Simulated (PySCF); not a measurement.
The calculation's input:

```
{"job": {"kind": "uv", "xc": "B3LYP", "basis": "def2-SVPD", "nstates": 8, "ntriplets": 3}, "charge": 0, "multiplicity": 1}
N      2.828769    -0.288907     0.064949
Ga     0.708415    -0.862120     0.256990
C     -0.147183     0.979073     0.051405
C     -1.600478     0.796728    -0.406651
C     -2.298343    -0.207192     0.490625
F     -1.538683    -1.389580     0.487629
H      3.373290    -1.147848     0.106635
H      3.034648     0.170435    -0.819230
H      3.139688     0.317149     0.820835
H      0.927313    -1.488122     1.650787
H      0.763354    -1.827524    -0.944200
H     -0.150434     1.543573     0.996245
H      0.357155     1.632346    -0.674220
H     -2.168481     1.732917    -0.386950
H     -1.612367     0.408042    -1.429116
H     -3.297698    -0.482035     0.140818
H     -2.325963     0.125098     1.531925
```

Run with:

```sh
OMP_NUM_THREADS=1 python probes_run.py task.json out
```

Geometry: GFN2-xTB.

Level of theory: B3LYP/def2-SVPD, SCF density, gas phase in PySCF 2.14.0.

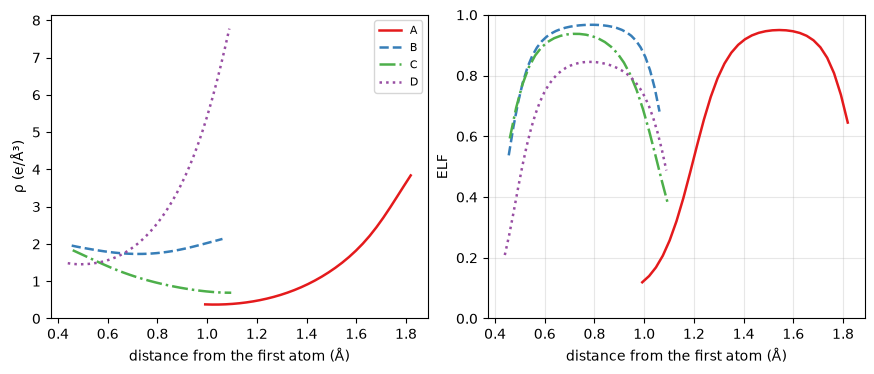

C3H11FGaN. Electron density and ELF along straight lines between neighbouring atoms. The curves leave out the atomic cores.

**Which curve belongs to which contact (C–C, C–F, C–Ga and Ga–N)? The first atom named is at distance zero.**

Curve A: Ga–N (2.20 Å): ρ is about 0.39 e/Å³ halfway; the ELF peaks at about 0.95 in the valence shell of N, 0.7 Å from its nucleus, and is about 0.25 at the midpoint. Curve B: C–C (1.52 Å): ρ at the midpoint is about 1.7 e/Å³; the ELF peaks at about 0.95 between the atoms; a shared electron pair. Curve C: C–Ga (2.04 Å): ρ is about 0.71 e/Å³ halfway; the ELF peaks at about 0.95 in the valence shell of C, 0.7 Å from its nucleus, and is about 0.60 at the midpoint. Curve D: C–F (1.41 Å): ρ at the midpoint is about 1.9 e/Å³, with its minimum of 1.5 e/Å³ about 0.5 Å from C; the ELF peaks at about 0.85 between the atoms, as expected for a polar covalent bond.
